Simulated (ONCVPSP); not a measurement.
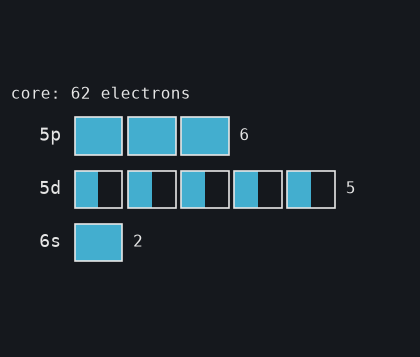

Figure 1. The valence shells of the reference configuration: a box for each of the 2l + 1 orbitals, shaded by the share of the shell that is filled, with the electron count at the right.

## Pseudopotential generation for Re (part 1 of 2)

System: rhenium (Re, Z = 75), core [Kr] 4d10 4f14 5s2, reference valence 5p6 5d5 6s2, valence charge 13.
Method: ONCV potential, PBE, fully relativistic, made with ONCVPSP 4.0.1.

Input file:
```
# ATOM AND REFERENCE CONFIGURATION
# atsym  z   nc   nv     iexc    psfile
  Re 75.00   11    3        4      upf
#
#   n    l    f
    1    0    2.00
    2    0    2.00
    2    1    6.00
    3    0    2.00
    3    1    6.00
    3    2   10.00
    4    0    2.00
    4    1    6.00
    4    2   10.00
    4    3   14.00
    5    0    2.00
    5    1    6.00
    5    2    5.00
    6    0    2.00
#
# PSEUDOPOTENTIAL AND OPTIMIZATION
# lmax
    2
#
#   l,   rc,      ep,       ncon, nbas, qcut
    0    2.50    0.00    4    8    2.70
    1    1.85    0.00    4    7    6.50
    2    2.35    0.00    4    9    7.80
#
# LOCAL POTENTIAL
# lloc, lpopt,  rc(5),   dvloc0
    4    5    1.25    0.00
#
# VANDERBILT-KLEINMAN-BYLANDER PROJECTORs
# l, nproj, debl
    0    2    2.40
    1    2    0.60
    2    2    1.90
#
# MODEL CORE CHARGE
# icmod, fcfact, rcfact
    3    6.00    1.20
#
# LOG DERIVATIVE ANALYSIS
# epsh1, epsh2, depsh
   -3.00    5.00    0.02
#
# OUTPUT GRID
# rlmax, drl
    6.00    0.01
#
# TEST CONFIGURATIONS
# ncnf
    4
# nvcnf
#   n    l    f
    3
    5    1    6.00
    5    2    5.00
    6    0    1.00
#
    3
    5    1    6.00
    5    2    5.00
    6    0    0.00
#
    3
    5    1    6.00
    5    2    4.00
    6    0    0.00
#
    3
    5    1    6.00
    5    2    5.50
    6    0    1.50
#
```

Command:
```bash
oncvpspr.x < Re.dat > Re.out
```

The program's output (extracts):
```
ONCVPSP  (Optimized Norm-Conservinng Vanderbilt PSeudopotential)
relativistic version 4.0.1

#   n    l    f        energy (Ha)
    1    0    2.00    -2.6299002D+03
    2    0    2.00    -4.5564182D+02
    2    1    6.00    -3.8301081D+02    -4.3592460D+02
    3    0    2.00    -1.0548095D+02
    3    1    6.00    -8.5202087D+01    -9.6693386D+01
    3    2   10.00    -6.7976370D+01    -7.0470292D+01
    4    0    2.00    -2.2011757D+01
    4    1    6.00    -1.5666826D+01    -1.8347455D+01
    4    2   10.00    -9.1630036D+00    -9.6581988D+00
    4    3   14.00    -1.5096687D+00    -1.6019635D+00
    5    0    2.00    -3.1256052D+00
    5    1    6.00    -1.6154894D+00    -2.0189837D+00
    5    2    5.00    -1.8479695D-01    -2.1721306D-01
    6    0    2.00    -2.1863365D-01

Reference configufation results
  iterations    27
  all-electron total energy (Ha)   -1.67177777D+04

Begin loop to  construct optimized pseudo wave functions
and semi-local pseudopoentials for all angular momenta

   Wellstate for l =  0  n =  8 kap= -1
     eigenvalue =   2.1814
     asymptotic potential =   2.6814
     half-point radius =  4.2743

Calculating optimized projector #   1

 for l=   0

    Fraction of norm inside rc  0.333455
    Optimizing pswf for qcut=   2.71 a_B^-1,  ecut=   3.66 Ha
    Residual kinetic energy error=  7.87D-04 Ha

    Energy error per electron        Cutoff
         Ha          eV             Ha
         0.01000     0.27211        2.28
         0.00100     0.02721        3.72
         0.00010     0.00272       12.26
         0.00001     0.00027       25.12

Calculating optimized projector #   2

 for l=   0

    Fraction of norm inside rc  0.148358
    Optimizing pswf for qcut=   2.71 a_B^-1,  ecut=   3.66 Ha
    Residual kinetic energy error=  1.13D-01 Ha

    Energy error per electron        Cutoff
         Ha          eV             Ha
         0.01000     0.27211        7.07
         0.00100     0.02721       16.93
         0.00010     0.00272       31.45
         0.00001     0.00027       36.15

WARNING wellstate: negative energy specified for n= 6 l=  1
WARNING scattering state with energy  0.25000000
WARNING will be used for the first projector

   Wellstate for l =  1  n =  6 kap= -2
     eigenvalue =   0.2500
     asymptotic potential =   0.7500
     half-point radius =  3.5731

Calculating optimized projector #   1

 for l=   1

    Fraction of norm inside rc  0.913081
    Optimizing pswf for qcut=   6.49 a_B^-1,  ecut=  21.06 Ha
    Residual kinetic energy error=  6.58D-06 Ha

    Energy error per electron        Cutoff
         Ha          eV             Ha
         0.01000     0.27211        8.83
         0.00100     0.02721       11.05
         0.00010     0.00272       13.50
         0.00001     0.00027       20.00

Calculating optimized projector #   2

 for l=   1

    Fraction of norm inside rc  0.095781
    Optimizing pswf for qcut=   6.49 a_B^-1,  ecut=  21.06 Ha
    Residual kinetic energy error=  2.65D-05 Ha

    Energy error per electron        Cutoff
         Ha          eV             Ha
         0.01000     0.27211        7.75
         0.00100     0.02721       10.23
         0.00010     0.00272       17.57
         0.00001     0.00027       30.73

   Wellstate for l =  1  n =  6 kap=  1
     eigenvalue =  -1.4190

Calculating optimized projector #   1

 for l=   1

    Fraction of norm inside rc  0.949529
    Optimizing pswf for qcut=   6.49 a_B^-1,  ecut=  21.06 Ha
    Residual kinetic energy error=  4.18D-07 Ha

    Energy error per electron        Cutoff
         Ha          eV             Ha
         0.01000     0.27211       11.07
         0.00100     0.02721       14.06
         0.00010     0.00272       16.49
         0.00001     0.00027       18.56

Calculating optimized projector #   2

 for l=   1

    Fraction of norm inside rc  0.109789
    Optimizing pswf for qcut=   6.49 a_B^-1,  ecut=  21.06 Ha
    Residual kinetic energy error=  1.61D-05 Ha

    Energy error per electron        Cutoff
         Ha          eV             Ha
         0.01000     0.27211        9.30
         0.00100     0.02721       12.23
         0.00010     0.00272       14.53
         0.00001     0.00027       28.53

   Wellstate for l =  2  n =  7 kap= -3
     eigenvalue =   1.7152
     asymptotic potential =   2.2152
     half-point radius =  4.3842

Calculating optimized projector #   1

 for l=   2

    Fraction of norm inside rc  0.735302
    Optimizing pswf for qcut=   7.80 a_B^-1,  ecut=  30.46 Ha
    Residual kinetic energy error=  1.33D-09 Ha

    Energy error per electron        Cutoff
         Ha          eV             Ha
         0.01000     0.27211       11.65
         0.00100     0.02721       15.63
         0.00010     0.00272       19.10
         0.00001     0.00027       22.17

Calculating optimized projector #   2

 for l=   2

    Fraction of norm inside rc  0.176772
    Optimizing pswf for qcut=   7.80 a_B^-1,  ecut=  30.46 Ha
    Residual kinetic energy error=  1.59D-09 Ha

    Energy error per electron        Cutoff
         Ha          eV             Ha
         0.01000     0.27211       12.09
         0.00100     0.02721       16.07
         0.00010     0.00272       19.68
         0.00001     0.00027       22.80

   Wellstate for l =  2  n =  7 kap=  2
     eigenvalue =   1.6828

Calculating optimized projector #   1

 for l=   2

    Fraction of norm inside rc  0.769637
    Optimizing pswf for qcut=   7.80 a_B^-1,  ecut=  30.46 Ha
    Residual kinetic energy error=  1.56D-09 Ha

    Energy error per electron        Cutoff
         Ha          eV             Ha
         0.01000     0.27211       12.25
         0.00100     0.02721       16.18
         0.00010     0.00272       19.62
         0.00001     0.00027       22.59

Calculating optimized projector #   2

 for l=   2

    Fraction of norm inside rc  0.182998
    Optimizing pswf for qcut=   7.80 a_B^-1,  ecut=  30.46 Ha
    Residual kinetic energy error=  2.92D-09 Ha

    Energy error per electron        Cutoff
         Ha          eV             Ha
         0.01000     0.27211       12.55
         0.00100     0.02721       16.61
         0.00010     0.00272       20.27
         0.00001     0.00027       23.33

Construct Vanderbilt / Kleinmman-Bylander projectors

B matrix Hermiticity error, ll=  0  kap= -1
   1   2   -1.4497D-04

  Orthonormal projector coefficients  8.5382E+00  1.0585E+00

B matrix Hermiticity error, ll=  1  kap= -2
   1   2    2.6315D-04

  Orthonormal projector coefficients  7.2862E+00  1.1280E+00

B matrix Hermiticity error, ll=  1  kap=  1
   1   2    3.3595D-04

  Orthonormal projector coefficients  6.5007E+00  9.7266E-01

B matrix Hermiticity error, ll=  2  kap= -3
   1   2   -1.6406D-04

  Orthonormal projector coefficients  4.4988E+00  5.5939E-01

B matrix Hermiticity error, ll=  2  kap=  2
   1   2   -1.7311D-04

  Orthonormal projector coefficients  4.6114E+00  6.4293E-01

 Orthonormal scalar projector coefficients, l =  1
  7.0080E+00  1.0834E+00  9.1222E-03  5.7419E-05

 Orthonormal spin-orbit projector coefficients, l =  1
  7.8723E-01 -2.8064E-01  1.2123E-01 -5.9392E-04

 Orthonormal scalar projector coefficients, l =  2
  4.5381E+00  5.9588E-01  2.6258E-03  2.1592E-05

 Orthonormal spin-orbit projector coefficients, l =  2
 -1.7043E-01  7.8374E-02  1.3959E-02 -3.6545E-04

Model core correction analysis
  based on d2Exc/dn_idn_j

d2excae - all-electron derivatives

   -1.982168D-02   -1.131486D-02   -2.076928D-03
   -1.131487D-02   -1.352521D-02   -9.574313D-03
   -2.076826D-03   -9.573554D-03   -1.945861D-02

d2excps - pseudofunction derivatives with no core correction

   -3.810680D-02   -1.854298D-02   -2.920847D-03
   -1.854339D-02   -1.963766D-02   -1.284576D-02
   -2.920571D-03   -1.284417D-02   -2.395857D-02

rms 2nd derivative error    7.595889E-03

rmatch, rhocmatch    1.0221    7.8524

Teter function model core charge with specified parameters

d2excps - pseudofunction derivatives with core correction

   -2.742375D-02   -1.614149D-02   -2.907230D-03
   -1.614155D-02   -1.907611D-02   -1.286470D-02
   -2.906960D-03   -1.286309D-02   -2.396014D-02

rms 2nd derivative error    4.453302E-03

Pseudoatom total energy  -55.304557

Diagnostic tests using Vanderbilt-Kleinman-Bylander pseudopotentials
  relativistic with J = L +/- 1/2 projectors

   l  kap   rcore       rmatch      e in        delta e    norm test   slope test

   0  -1   2.5071214   2.5832430  -0.2186336  -0.0000006   1.0000231   1.0001212
   0  -1   2.5071214   2.5832430   2.1813664   0.0000176   1.0002824   1.0002824

   1  -2   1.8589869   1.9154298  -1.6154894  -0.0000009   1.0001548   1.0001608
   1   1   1.8589869   1.9154298  -2.0189837   0.0000021   1.0001858   1.0001795
   1  -2   1.8589869   1.9154298   0.2500000   0.0000146   1.0002968   1.0002968
   1   1   1.8589869   1.9154298   0.1814275   0.0000191   1.0002552   1.0002552

   2  -3   2.3615414   2.4332429  -0.1847969  -0.0000006   1.0000554   1.0000701
   2   2   2.3615414   2.4332429  -0.2172131   0.0000016   1.0000622   1.0000621
   2  -3   2.3615414   2.4332429   1.7152031   0.0000271   1.0001646   1.0001646
   2   2   2.3615414   2.4332429   1.6993260   0.0000288   1.0001631   1.0001631

Diagnostic tests using Vanderbilt-Kleinman-Bylander pseudopotentials
  relativistic with scalar and spin-orbit non-local projectors

   l  kap   rcore       rmatch      e in        delta e    norm test   slope test

   0  -1   2.5071214   2.5832430  -0.2186336  -0.0000006   1.0000231   1.0001212
   0  -1   2.5071214   2.5832430   2.1813664   0.0000176   1.0002824   1.0002824

   1  -2   1.8589869   1.9154298  -1.6154894   0.0000102   1.0001596   1.0001708
   1   1   1.8589869   1.9154298  -2.0189837  -0.0000252   1.0001679   1.0001524
   1  -2   1.8589869   1.9154298   0.2500000   0.0000172   1.0002931   1.0002931
   1   1   1.8589869   1.9154298   0.1814275  -0.0000051   1.0002678   1.0002678

   2  -3   2.3615414   2.4332429  -0.1847969  -0.0005203   1.0003835   0.9987262
   2   2   2.3615414   2.4332429  -0.2172131  -0.0005466   1.0004361   0.9989570
   2  -3   2.3615414   2.4332429   1.7152031  -0.0001736   0.9999942   0.9999942
   2   2   2.3615414   2.4332429   1.6993260  -0.0001257   1.0000159   1.0000159

Ghost test for J = L + 1/2

 Testing for bound ghosts
   n   l    E NL Schr. Eq   E Basis Diag.   E Cutoff

       0                       -4.843426     41.44  WARNING - GHOST(-)
   1   0       -0.218634       -0.216197     41.44

   2   1       -1.615490       -1.615488     64.99

   3   2       -0.184798       -0.184180     79.55

 Testing for highly-localized positive-energy ghosts
       l    <radius>/rc     E Basis Diag.   E Cutoff

       0        0.808213        3.529742     41.44  WARNING - GHOST(+)

Ghost test for J = L - 1/2

 Testing for bound ghosts
   n   l    E NL Schr. Eq   E Basis Diag.   E Cutoff

       0                       -4.843426     41.44  WARNING - GHOST(-)
   1   0       -0.218634       -0.216197     41.44

   2   1       -2.018982       -2.018981     64.99

   3   2       -0.217211       -0.216820     79.55

 Testing for highly-localized positive-energy ghosts
       l    <radius>/rc     E Basis Diag.   E Cutoff

       0        0.808213        3.529742     41.44  WARNING - GHOST(+)

Test configuration 0

   n   l kap    f        eae           eps        diff
   1   0  -1  2.0000-2629.90017074
   2   0  -1  2.0000 -455.64181703
   2   1  -2  4.0000 -383.01080577
   2   1   1  2.0000 -435.92460380
   3   0  -1  2.0000 -105.48095095
   3   1  -2  4.0000  -85.20208671
   3   1   1  2.0000  -96.69338618
   3   2  -3  6.0000  -67.97636958
   3   2   2  4.0000  -70.47029181
   4   0  -1  2.0000  -22.01175695
   4   1  -2  4.0000  -15.66682570
   4   1   1  2.0000  -18.34745525
   4   2  -3  6.0000   -9.16300359
   4   2   2  4.0000   -9.65819880
   4   3  -4  8.0000   -1.50966872
   4   3   3  6.0000   -1.60196348
   5   0  -1  2.0000   -3.12560519
   5   1  -2  4.0000   -1.61548941   -1.61549034   -9.28E-07
   5   1   1  2.0000   -2.01898366   -2.01898156    2.11E-06
   5   2  -3  3.0000   -0.18479695   -0.18479753   -5.81E-07
   5   2   2  2.0000   -0.21721306   -0.21721144    1.62E-06
   6   0  -1  2.0000   -0.21863365   -0.21863422   -5.71E-07

    Total energies and differences
      AE_ref= -1.67177777E+04  AE_tst= -1.67177777E+04  dif=  0.00E+00
      PS_ref= -5.53045568E+01  PS_tst= -5.53045568E+01  dif=  7.11E-14
      PSP excitation error= -7.11E-14

Test configuration 1
```

(Continued in part 2.) Outcome of the run: generated, with a ghost state.
